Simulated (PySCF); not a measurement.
**C6H8N+: NMR shifts at several levels of theory**

How much do the NMR shifts of C6H8N+ (`Cc1cc[nH+]cc1`) depend on the level of theory, and what does each level cost?

Programs: PySCF 2.14.0, with density-fitted response routines of our own. Each step states its level of theory. These are calculated values for one molecule in the gas phase, unless marked as measured. Atoms count from 0, in the outputs and in this text.

### Step 1. Starting geometry

15 atoms, charge 1, multiplicity 1; geometry from: GFN2-xTB.

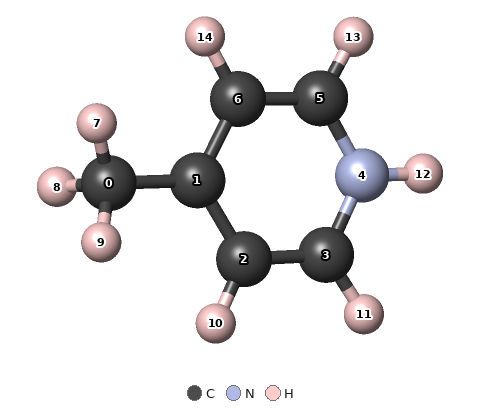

The starting geometry (carbon dark grey, nitrogen light blue, hydrogen pink), atoms numbered.

### Step 2. Optimising the geometry at PBE0-D3(BJ)/def2-SVP

What the job is given:

```
{"job": {"xc": "PBE0", "basis": "def2-SVP", "d3": "d3bj", "grid": 1, "kind": "geom"}, "charge": 1, "multiplicity": 1}
C      2.460880    -0.109980     0.043250
C      0.986270    -0.042910     0.010350
C      0.206500    -1.202900    -0.104620
C     -1.164530    -1.115650    -0.120900
N     -1.765520     0.078120    -0.027260
C     -1.064820     1.214200     0.085610
C      0.308520     1.180680     0.106650
H      2.909210     0.800480    -0.347510
H      2.791690    -0.229910     1.077260
H      2.833400    -0.970750    -0.504510
H      0.679680    -2.169270    -0.182850
H     -1.793510    -1.988570    -0.212550
H     -2.781250     0.122720    -0.044270
H     -1.616820     2.139780     0.153370
H      0.862500     2.102130     0.195750
```

Log:

```text
step   0  E = -287.44324470  max force = 0.008795
step   1  E = -287.44379823  max force = 0.015112
step   2  E = -287.44357220  max force = 0.014089
step   3  E = -287.44430598  max force = 0.002514
step   4  E = -287.44433588  max force = 0.000146
step   5  E = -287.44433538  max force = 0.000250
optimisation converged
```

It took 21 s on 8 threads of Arm Neoverse V2, shared host.

Along the way: (the energy doesn't fall at every step)

| step | energy from step 0 (eV) | largest force component (eV/Å) |
| --- | --- | --- |
| 0 | 0.0000 | 0.4523 |
| 1 | -0.0151 | 0.7771 |
| 2 | -0.0089 | 0.7245 |
| 3 | -0.0289 | 0.1293 |
| 4 | -0.0297 | 0.0075 |
| 5 | -0.0297 | 0.0129 |

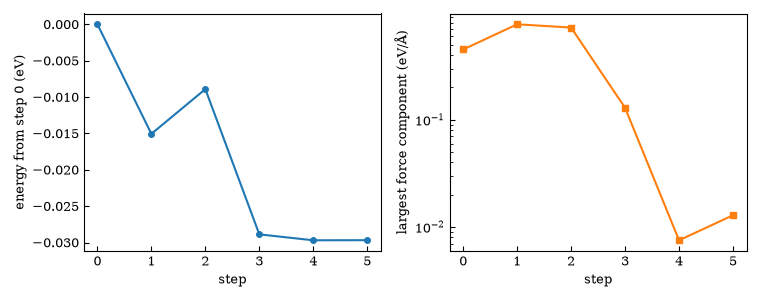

Energy and largest force along the relaxation.

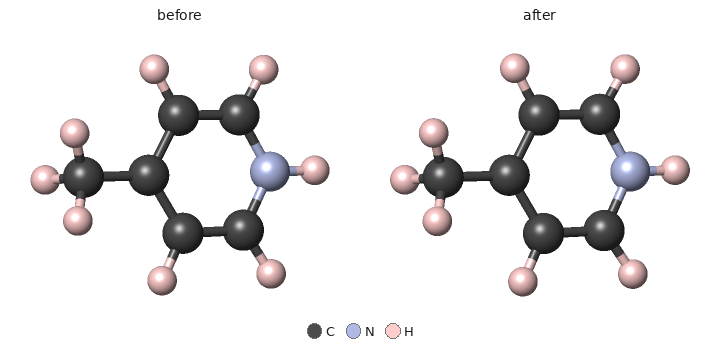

The geometry before (left) and after (right).

Close pairs (by a distance rule), those that changed most:

| bond | before (Å) | after (Å) | change (Å) |
| --- | --- | --- | --- |
| C2–H10 | 1.079 | 1.092 | +0.013 |
| C6–H14 | 1.079 | 1.092 | +0.013 |
| C0–H8 | 1.092 | 1.104 | +0.012 |
| C0–H9 | 1.086 | 1.098 | +0.012 |
| C5–H13 | 1.080 | 1.091 | +0.012 |
| C3–H11 | 1.080 | 1.091 | +0.012 |
| C0–C1 | 1.477 | 1.488 | +0.011 |
| C0–H7 | 1.087 | 1.098 | +0.011 |

The final coordinates are the input of the step that follows.

| at the end point | value |
| --- | --- |
| point group (found at 0.08 Å tolerance) | Cs |
| rotational constants (GHz, main isotopes) | 5.642, 2.501, 1.752 |

### Step 3. Nuclear shieldings: PBE0/pcSseg-2

What the job is given:

```
{"job": {"kind": "nmr", "xc": "PBE0", "basis": "pcSseg-2", "pop": false}, "charge": 1, "multiplicity": 1}
C      2.471773    -0.113697     0.049771
C      0.986444    -0.043815     0.004389
C      0.206421    -1.208666    -0.113088
C     -1.169373    -1.124102    -0.125371
N     -1.764076     0.078933    -0.026344
C     -1.067715     1.224751     0.086142
C      0.310161     1.185855     0.102790
H      2.934327     0.804098    -0.336744
H      2.796495    -0.228815     1.098888
H      2.855309    -0.978810    -0.507299
H      0.676926    -2.189883    -0.198267
H     -1.823202    -1.993381    -0.214640
H     -2.782151     0.124168    -0.039710
H     -1.643334     2.149251     0.157532
H      0.864195     2.122281     0.189722
```

Level: GIAO PBE0/pcSseg-2 NMR shielding, non-relativistic, gas phase.

Log:

```text
coarse grid: 12544 points
cycle   1  E = -287.6957670668  dE =  1.373e+00  |g| = 3.646e-01  |ddm| = 2.677e+00
cycle   2  E = -287.6476529521  dE =  4.811e-02  |g| = 5.677e-01  |ddm| = 7.867e-01
cycle   3  E = -287.7312612854  dE = -8.361e-02  |g| = 1.001e-01  |ddm| = 4.375e-01
cycle   4  E = -287.7332633494  dE = -2.002e-03  |g| = 3.994e-02  |ddm| = 8.039e-02
cycle   5  E = -287.7336233652  dE = -3.600e-04  |g| = 7.509e-03  |ddm| = 3.144e-02
cycle   6  E = -287.7336365468  dE = -1.318e-05  |g| = 2.468e-03  |ddm| = 7.418e-03
cycle   7  E = -287.7336379562  dE = -1.409e-06  |g| = 4.222e-04  |ddm| = 1.699e-03
final grid: 121216 points
cycle   8  E = -287.7363417900  dE = -1.147e-04  |g| = 7.430e-03  |ddm| = 8.415e-02
cycle   9  E = -287.7363399881  dE =  1.802e-06  |g| = 8.176e-03  |ddm| = 1.206e-02
cycle  10  E = -287.7363552280  dE = -1.524e-05  |g| = 1.150e-03  |ddm| = 5.651e-03
cycle  11  E = -287.7363554651  dE = -2.371e-07  |g| = 4.495e-04  |ddm| = 9.376e-04
cycle  12  E = -287.7363555045  dE = -3.937e-08  |g| = 1.548e-04  |ddm| = 3.319e-04
cycle  13  E = -287.7363555103  dE = -5.767e-09  |g| = 5.405e-05  |ddm| = 1.307e-04
cycle  14  E = -287.7363555110  dE = -7.333e-10  |g| = 5.016e-06  |ddm| = 3.742e-05
converged SCF energy = -287.7363555110

GIAO shielding tensors (ppm)
atom      isotropic    diamagn.    paramagn.     s11        s22        s33       span
  0 C      157.477     240.311     -82.834    144.079    146.023    182.329     38.250
  1 C        0.199     254.262    -254.063   -103.378    -75.294    179.269    282.647
  2 C       43.878     257.903    -214.024    -63.716     28.385    166.966    230.681
  3 C       35.825     257.520    -221.694    -64.942     16.950    155.468    220.410
  4 N       57.916     319.538    -261.621    -91.252     44.288    220.713    311.965
  5 C       35.810     257.539    -221.729    -64.988     16.941    155.477    220.465
  6 C       43.947     257.894    -213.947    -63.506     28.407    166.940    230.446
  7 H       28.231      27.352       0.879     23.361     27.690     33.641     10.281
  8 H       28.047      26.494       1.553     24.734     25.612     33.795      9.061
  9 H       28.223      27.345       0.878     23.359     27.680     33.630     10.271
 10 H       22.963      31.830      -8.867     19.648     21.725     27.517      7.869
 11 H       22.813      28.772      -5.959     18.565     23.813     26.060      7.495
 12 H       21.015      27.874      -6.858     14.510     23.171     25.366     10.856
 13 H       22.807      28.771      -5.964     18.567     23.802     26.053      7.486
 14 H       22.969      31.837      -8.867     19.649     21.748     27.512      7.863
```

It took 44 s on 8 threads of Arm Neoverse V2, shared host.

The references, computed at this level on geometries of the same kind, shield at (ppm): ¹H TMS 31.25, ¹³C TMS 184.1, ¹⁵N NH3 261.7. Their shielding less the atom's gives the shift. The references are single molecules in the gas phase, so shifts against H2O, NH3, PH3, H3PO4 or CFCl3 are not on the usual liquid scales and can be off by tens of ppm. Atoms listed in one row are averaged.

| atoms | environment | σ (ppm) | δ (ppm) |
| --- | --- | --- | --- |
| C1 | substituted aromatic carbon | 0.2 | 183.9 |
| C3, C5 | aromatic CH next to a ring nitrogen | 35.8 | 148.3 |
| C2, C6 | aromatic CH | 43.9 | 140.2 |
| C0 | methyl carbon on an aromatic ring | 157.5 | 26.6 |
| H12 | hydrogen on a cationic ring nitrogen | 21.02 | 10.23 |
| H11, H13 | hydrogen on an aromatic CH next to a ring nitrogen | 22.81 | 8.43 |
| H10, H14 | hydrogen on an aromatic CH | 22.97 | 8.28 |
| H7, H8, H9 | hydrogen on a methyl carbon on an aromatic ring | 28.17 | 3.08 |
| N4 | cationic ring nitrogen | 57.9 | 203.8 |

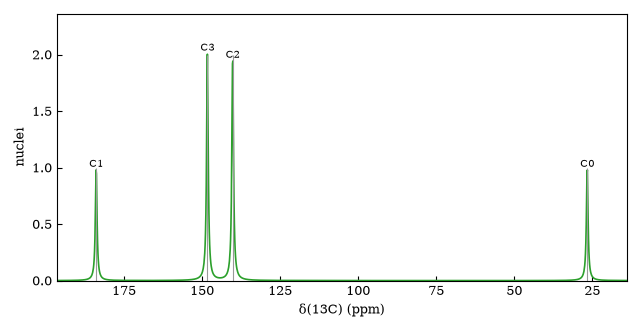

¹³C lines at the computed shifts, without couplings. Lines are broadened to a width of 0.63 ppm (Lorentzian).

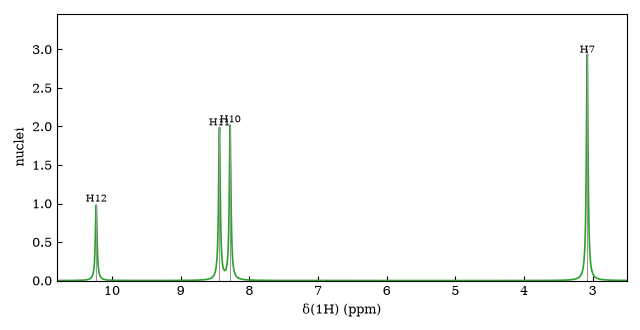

¹H lines at the computed shifts, without couplings. Lines are broadened to a width of 0.03 ppm (Lorentzian).

Ring of atoms C1, C2, C3, N4, C5, C6: NICS(0) -7.5, NICS(1) -9.3, NICS(1)zz -25.8 ppm (means of both faces).

### Step 4. Shielding tensors: PBE/pcSseg-2

Same as in step 3 but for these lines:

```diff
@@ -1,2 +1,2 @@
-{"job": {"kind": "nmr", "xc": "PBE0", "basis": "pcSseg-2", "pop": false}, "charge": 1, "multiplicity": 1}
+{"job": {"kind": "nmr", "xc": "PBE", "basis": "pcSseg-2", "pop": false}, "charge": 1, "multiplicity": 1}
 C      2.471773    -0.113697     0.049771
```

Level: GIAO PBE/pcSseg-2 NMR shielding, non-relativistic, gas phase.

Log:

```text
coarse grid: 12544 points
cycle   1  E = -287.6425014427  dE =  1.085e+00  |g| = 4.872e-01  |ddm| = 2.693e+00
cycle   2  E = -287.4370581313  dE =  2.054e-01  |g| = 9.641e-01  |ddm| = 1.224e+00
cycle   3  E = -287.6856486983  dE = -2.486e-01  |g| = 2.816e-01  |ddm| = 8.718e-01
cycle   4  E = -287.7055794508  dE = -1.993e-02  |g| = 5.743e-02  |ddm| = 2.076e-01
cycle   5  E = -287.7062885465  dE = -7.091e-04  |g| = 2.088e-02  |ddm| = 4.795e-02
cycle   6  E = -287.7063798989  dE = -9.135e-05  |g| = 8.102e-03  |ddm| = 1.934e-02
cycle   7  E = -287.7063956569  dE = -1.576e-05  |g| = 1.076e-03  |ddm| = 6.058e-03
cycle   8  E = -287.7063959268  dE = -2.698e-07  |g| = 4.698e-04  |ddm| = 1.170e-03
final grid: 121216 points
cycle   9  E = -287.7137502238  dE = -1.771e-04  |g| = 1.298e-02  |ddm| = 1.167e-01
cycle  10  E = -287.7137064526  dE =  4.377e-05  |g| = 1.865e-02  |ddm| = 2.456e-02
cycle  11  E = -287.7137902507  dE = -8.380e-05  |g| = 3.006e-03  |ddm| = 1.348e-02
cycle  12  E = -287.7137920041  dE = -1.753e-06  |g| = 9.577e-04  |ddm| = 2.131e-03
cycle  13  E = -287.7137921803  dE = -1.762e-07  |g| = 4.362e-04  |ddm| = 7.920e-04
cycle  14  E = -287.7137922322  dE = -5.196e-08  |g| = 8.314e-05  |ddm| = 3.311e-04
cycle  15  E = -287.7137922338  dE = -1.554e-09  |g| = 2.917e-05  |ddm| = 6.597e-05
cycle  16  E = -287.7137922340  dE = -2.080e-10  |g| = 9.496e-06  |ddm| = 2.523e-05
converged SCF energy = -287.7137922340

GIAO shielding tensors (ppm)
atom      isotropic    diamagn.    paramagn.     s11        s22        s33       span
  0 C      151.270     240.108     -88.837    137.507    139.273    177.031     39.523
  1 C       -0.828     255.055    -255.883    -98.488    -76.980    172.983    271.470
  2 C       39.512     257.693    -218.181    -65.274     23.234    160.576    225.850
  3 C       35.006     257.315    -222.309    -60.857     16.226    149.648    210.504
  4 N       55.314     318.435    -263.121    -88.516     43.009    211.447    299.964
  5 C       34.992     257.335    -222.344    -60.903     16.223    149.656    210.559
  6 C       39.578     257.684    -218.106    -65.074     23.257    160.552    225.626
  7 H       28.187      27.477       0.710     23.582     27.733     33.246      9.664
  8 H       27.962      26.619       1.342     24.788     25.666     33.431      8.644
  9 H       28.179      27.471       0.707     23.579     27.723     33.234      9.656
 10 H       22.984      31.683      -8.699     19.987     21.488     27.478      7.491
 11 H       22.931      28.960      -6.030     18.878     23.821     26.094      7.216
 12 H       21.134      28.164      -7.030     14.916     23.292     25.195     10.279
 13 H       22.926      28.959      -6.033     18.880     23.811     26.086      7.206
 14 H       22.990      31.687      -8.697     19.988     21.510     27.471      7.484
```

It took 30 s on 8 threads of Arm Neoverse V2, shared host.

This run: δ C1 180.2, C3 144.4, C2 139.8, C0 28.1, H12 10.04, H11 8.25 ppm (means over like atoms).

### Step 5. Nuclear shieldings: wB97X-D/pcSseg-2

Same as in step 4 but for these lines:

```diff
@@ -1,2 +1,2 @@
-{"job": {"kind": "nmr", "xc": "PBE", "basis": "pcSseg-2", "pop": false}, "charge": 1, "multiplicity": 1}
+{"job": {"kind": "nmr", "xc": "wB97X-D", "basis": "pcSseg-2", "pop": false}, "charge": 1, "multiplicity": 1}
 C      2.471773    -0.113697     0.049771
```

Method: GIAO wB97X-D/pcSseg-2 NMR shielding, non-relativistic, gas phase.

Log:

```text
coarse grid: 12544 points
cycle   1  E = -287.9309643311  dE =  1.684e+00  |g| = 3.578e-01  |ddm| = 2.653e+00
cycle   2  E = -287.9466903478  dE = -1.573e-02  |g| = 3.348e-01  |ddm| = 5.628e-01
cycle   3  E = -287.9720521030  dE = -2.536e-02  |g| = 6.667e-02  |ddm| = 2.419e-01
cycle   4  E = -287.9729787281  dE = -9.266e-04  |g| = 2.883e-02  |ddm| = 7.853e-02
cycle   5  E = -287.9731618922  dE = -1.832e-04  |g| = 3.987e-03  |ddm| = 2.446e-02
cycle   6  E = -287.9731663741  dE = -4.482e-06  |g| = 9.463e-04  |ddm| = 5.240e-03
final grid: 121216 points
cycle   7  E = -287.9803872829  dE = -2.407e-04  |g| = 7.466e-03  |ddm| = 9.216e-02
cycle   8  E = -287.9803887914  dE = -1.508e-06  |g| = 7.467e-03  |ddm| = 1.134e-02
cycle   9  E = -287.9803994953  dE = -1.070e-05  |g| = 9.529e-04  |ddm| = 4.078e-03
cycle  10  E = -287.9803996715  dE = -1.762e-07  |g| = 5.049e-04  |ddm| = 1.305e-03
cycle  11  E = -287.9803997353  dE = -6.382e-08  |g| = 7.974e-05  |ddm| = 4.812e-04
cycle  12  E = -287.9803997372  dE = -1.815e-09  |g| = 3.602e-05  |ddm| = 9.791e-05
cycle  13  E = -287.9803997376  dE = -4.569e-10  |g| = 7.362e-06  |ddm| = 5.616e-05
converged SCF energy = -287.9803997376

GIAO shielding tensors (ppm)
atom      isotropic    diamagn.    paramagn.     s11        s22        s33       span
  0 C      158.553     239.040     -80.487    144.655    147.757    183.247     38.592
  1 C       -2.785     254.614    -257.399   -110.165    -77.386    179.196    289.361
  2 C       43.366     256.228    -212.863    -65.993     28.882    167.209    233.202
  3 C       33.553     256.522    -222.968    -70.319     15.556    155.423    225.742
  4 N       56.686     319.384    -262.698    -94.914     43.046    221.926    316.839
  5 C       33.546     256.531    -222.985    -70.352     15.554    155.437    225.789
  6 C       43.433     256.205    -212.772    -65.795     28.906    167.189    232.984
  7 H       28.356      27.300       1.056     23.443     27.820     33.805     10.362
  8 H       28.200      26.353       1.847     24.891     25.772     33.937      9.046
  9 H       28.349      27.294       1.055     23.443     27.811     33.793     10.350
 10 H       23.068      32.019      -8.951     19.727     21.860     27.617      7.891
 11 H       22.865      28.679      -5.814     18.668     23.808     26.118      7.450
 12 H       21.116      28.158      -7.042     14.660     23.267     25.423     10.763
 13 H       22.860      28.679      -5.820     18.669     23.799     26.111      7.442
 14 H       23.075      32.028      -8.953     19.728     21.883     27.613      7.884
```

It took 52 s on 8 threads of Arm Neoverse V2, shared host.

This run: δ C1 187.2, C3 150.9, C2 141.0, C0 25.9, H12 10.24, H11 8.49 ppm (means over like atoms).

### Step 6. NMR shieldings: KT2/pcSseg-2

Same as in step 5 but for these lines:

```diff
@@ -1,2 +1,2 @@
-{"job": {"kind": "nmr", "xc": "wB97X-D", "basis": "pcSseg-2", "pop": false}, "charge": 1, "multiplicity": 1}
+{"job": {"kind": "nmr", "xc": "KT2", "basis": "pcSseg-2", "pop": false}, "charge": 1, "multiplicity": 1}
 C      2.471773    -0.113697     0.049771
```

Method: GIAO KT2/pcSseg-2 NMR shielding, non-relativistic, gas phase.

Log:

```text
coarse grid: 12544 points
cycle   1  E = -293.0934196443  dE =  1.124e+00  |g| = 4.310e-01  |ddm| = 3.509e+00
cycle   2  E = -292.9428164093  dE =  1.506e-01  |g| = 8.219e-01  |ddm| = 1.149e+00
cycle   3  E = -293.1301291199  dE = -1.873e-01  |g| = 2.411e-01  |ddm| = 7.850e-01
cycle   4  E = -293.1450708167  dE = -1.494e-02  |g| = 4.626e-02  |ddm| = 1.866e-01
cycle   5  E = -293.1455530687  dE = -4.823e-04  |g| = 1.541e-02  |ddm| = 4.166e-02
cycle   6  E = -293.1456043253  dE = -5.126e-05  |g| = 6.174e-03  |ddm| = 1.614e-02
cycle   7  E = -293.1456137784  dE = -9.453e-06  |g| = 6.438e-04  |ddm| = 4.920e-03
final grid: 121216 points
cycle   8  E = -293.1632611650  dE = -5.270e-04  |g| = 8.771e-03  |ddm| = 4.474e-01
cycle   9  E = -293.1632409058  dE =  2.026e-05  |g| = 1.171e-02  |ddm| = 1.966e-02
cycle  10  E = -293.1632726989  dE = -3.179e-05  |g| = 4.363e-03  |ddm| = 1.149e-02
cycle  11  E = -293.1632773768  dE = -4.678e-06  |g| = 1.471e-03  |ddm| = 3.688e-03
cycle  12  E = -293.1632779609  dE = -5.841e-07  |g| = 2.805e-04  |ddm| = 1.168e-03
cycle  13  E = -293.1632779761  dE = -1.523e-08  |g| = 1.161e-04  |ddm| = 2.680e-04
cycle  14  E = -293.1632779793  dE = -3.204e-09  |g| = 2.139e-05  |ddm| = 8.588e-05
cycle  15  E = -293.1632779794  dE = -8.811e-11  |g| = 8.359e-06  |ddm| = 1.808e-05
converged SCF energy = -293.1632779794

GIAO shielding tensors (ppm)
atom      isotropic    diamagn.    paramagn.     s11        s22        s33       span
  0 C      155.566     236.756     -81.190    141.016    144.573    181.107     40.091
  1 C       13.603     260.581    -246.978    -77.418    -56.785    175.011    252.429
  2 C       51.944     258.956    -207.012    -46.877     39.976    162.732    209.609
  3 C       45.740     257.075    -211.335    -43.868     29.453    151.636    195.504
  4 N       64.747     318.357    -253.610    -75.171     55.704    213.708    288.879
  5 C       45.727     257.093    -211.366    -43.911     29.453    151.641    195.552
  6 C       52.007     258.941    -206.934    -46.689     40.000    162.710    209.399
  7 H       28.247      27.015       1.231     23.586     27.689     33.465      9.879
  8 H       27.966      26.126       1.841     24.819     25.499     33.581      8.762
  9 H       28.238      27.015       1.223     23.582     27.678     33.453      9.871
 10 H       23.190      30.820      -7.630     20.055     22.264     27.249      7.194
 11 H       23.056      27.489      -4.433     18.888     24.384     25.895      7.007
 12 H       21.215      28.275      -7.060     14.977     23.060     25.607     10.629
 13 H       23.051      27.486      -4.436     18.891     24.374     25.888      6.997
 14 H       23.196      30.825      -7.630     20.056     22.287     27.243      7.187
```

Run time: 30 s. Hardware: 8 threads of Arm Neoverse V2, shared host.

Key values: δ C1 168.7, C3 136.5, C2 130.3, C0 26.7, H12 9.96, H11 8.12 ppm (means over like atoms).

### Step 7. Nuclear shieldings: HF/pcSseg-2

Same as in step 6 but for these lines:

```diff
@@ -1,2 +1,2 @@
-{"job": {"kind": "nmr", "xc": "KT2", "basis": "pcSseg-2", "pop": false}, "charge": 1, "multiplicity": 1}
+{"job": {"kind": "nmr", "xc": "HF", "basis": "pcSseg-2", "pop": false}, "charge": 1, "multiplicity": 1}
 C      2.471773    -0.113697     0.049771
```

Method: GIAO HF/pcSseg-2 NMR shielding, non-relativistic, gas phase.

Log:

```text
final grid: 121216 points
cycle   1  E = -286.0737964983  dE =  2.322e+00  |g| = 6.037e-01  |ddm| = 2.815e+00
cycle   2  E = -286.1832048816  dE = -1.094e-01  |g| = 2.811e-01  |ddm| = 6.571e-01
cycle   3  E = -286.2005215915  dE = -1.732e-02  |g| = 9.068e-02  |ddm| = 2.719e-01
cycle   4  E = -286.2028904230  dE = -2.369e-03  |g| = 2.681e-02  |ddm| = 1.228e-01
cycle   5  E = -286.2030962590  dE = -2.058e-04  |g| = 6.273e-03  |ddm| = 2.310e-02
cycle   6  E = -286.2031243883  dE = -2.813e-05  |g| = 3.407e-03  |ddm| = 8.749e-03
cycle   7  E = -286.2031358642  dE = -1.148e-05  |g| = 1.630e-03  |ddm| = 6.405e-03
cycle   8  E = -286.2031390817  dE = -3.218e-06  |g| = 6.003e-04  |ddm| = 3.867e-03
cycle   9  E = -286.2031395620  dE = -4.803e-07  |g| = 1.608e-04  |ddm| = 1.833e-03
cycle  10  E = -286.2031395837  dE = -2.171e-08  |g| = 5.021e-05  |ddm| = 3.997e-04
cycle  11  E = -286.2031395851  dE = -1.400e-09  |g| = 1.435e-05  |ddm| = 9.872e-05
cycle  12  E = -286.2031395852  dE = -1.066e-10  |g| = 4.366e-06  |ddm| = 2.540e-05
converged SCF energy = -286.2031395852

GIAO shielding tensors (ppm)
atom      isotropic    diamagn.    paramagn.     s11        s22        s33       span
  0 C      168.345     236.200     -67.855    155.375    159.572    190.088     34.713
  1 C       -0.511     250.169    -250.680   -117.400    -74.720    190.586    307.986
  2 C       58.577     255.127    -196.550    -51.910     50.504    177.137    229.047
  3 C       36.211     255.170    -218.959    -77.659     21.625    164.668    242.327
  4 N       69.886     320.153    -250.266    -84.953     59.167    235.445    320.398
  5 C       36.185     255.189    -219.004    -77.707     21.586    164.676    242.383
  6 C       58.655     255.116    -196.460    -51.676     50.529    177.113    228.788
  7 H       28.611      27.308       1.302     23.327     28.000     34.505     11.178
  8 H       28.488      26.310       2.178     25.014     25.850     34.602      9.588
  9 H       28.604      27.300       1.304     23.328     27.990     34.493     11.165
 10 H       23.545      32.628      -9.082     19.506     23.170     27.961      8.456
 11 H       22.920      28.804      -5.884     18.365     24.102     26.293      7.928
 12 H       21.339      27.921      -6.581     14.163     23.278     26.577     12.414
 13 H       22.913      28.803      -5.890     18.365     24.089     26.284      7.919
 14 H       23.553      32.637      -9.084     19.508     23.196     27.957      8.450
```

Run time: 25 s. Hardware: 8 threads of Arm Neoverse V2, shared host.

This run: δ C1 192.0, C3 155.3, C2 132.9, C0 23.1, H12 10.34, H11 8.77 ppm (means over like atoms).

### Step 8. Run by run: NMR shifts

Shifts (ppm) of some atoms, chosen among heavy atoms and hydrogens apart, means over like atoms, with basis size and wall time:

| run | C1 | C3 | C2 | C0 | H12 | H11 | N4 | functions | time |
| --- | --- | --- | --- | --- | --- | --- | --- | --- | --- |
| PBE0/pcSseg-2 | 183.9 | 148.3 | 140.2 | 26.6 | 10.23 | 8.43 | 203.8 | 364 | 44 s |
| PBE/pcSseg-2 | 180.2 | 144.4 | 139.8 | 28.1 | 10.04 | 8.25 | 205.7 | 364 | 30 s |
| wB97X-D/pcSseg-2 | 187.2 | 150.9 | 141.0 | 25.9 | 10.24 | 8.49 | 203.4 | 364 | 52 s |
| KT2/pcSseg-2 | 168.7 | 136.5 | 130.3 | 26.7 | 9.96 | 8.12 | 195.4 | 364 | 30 s |
| HF/pcSseg-2 | 192.0 | 155.3 | 132.9 | 23.1 | 10.34 | 8.77 | 190.9 | 364 | 25 s |

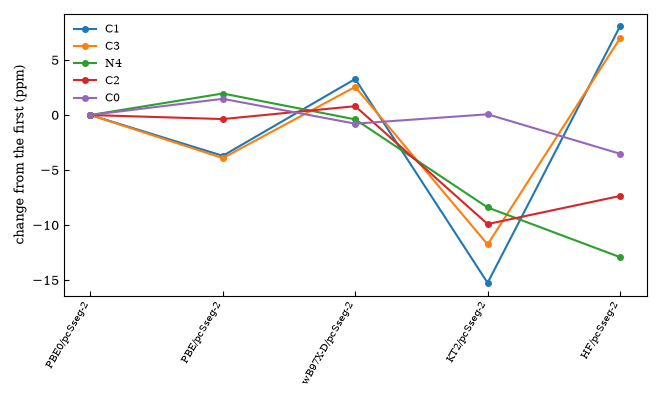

How five of the tabulated atoms move from run to run.

### Step 9. Results

| quantity | value |
| --- | --- |
| point group | Cs |
| rotational constants (main isotopes) | 5.64, 2.50, 1.75 GHz |
| ¹³C shifts against TMS (PBE0/pcSseg-2, means over atoms taken as alike) | 183.9, 148.3, 140.2, 26.6 ppm |
| ¹H shifts against TMS (PBE0/pcSseg-2, means over atoms taken as alike) | 10.23, 8.43, 8.28, 3.08 ppm |
| ¹⁵N shifts against NH3 (PBE0/pcSseg-2) | 203.8 ppm |
| range of the shift of C1 | 168.7 to 192.0 ppm |

Single values in the summary come from the first run of each kind that ended normally (PBE0/pcSseg-2), which need not be the best level. The optimisation took 5 steps and gained 0.030 eV; among the close pairs (by a distance rule), C2–H10 changed most, from 1.079 to 1.092 Å. At PBE0/pcSseg-2: The largest span, 312 ppm, is at N4, where the paramagnetic term is -262 ppm. NICS(1)zz of -26 ppm above the planar ring from C1 marks a diatropic (aromatic) ring current. Across the 5 runs the shift of C1 moves most, between 168.7 (KT2/pcSseg-2) and 192.0 ppm (HF/pcSseg-2). Part of that comes from the computed reference.
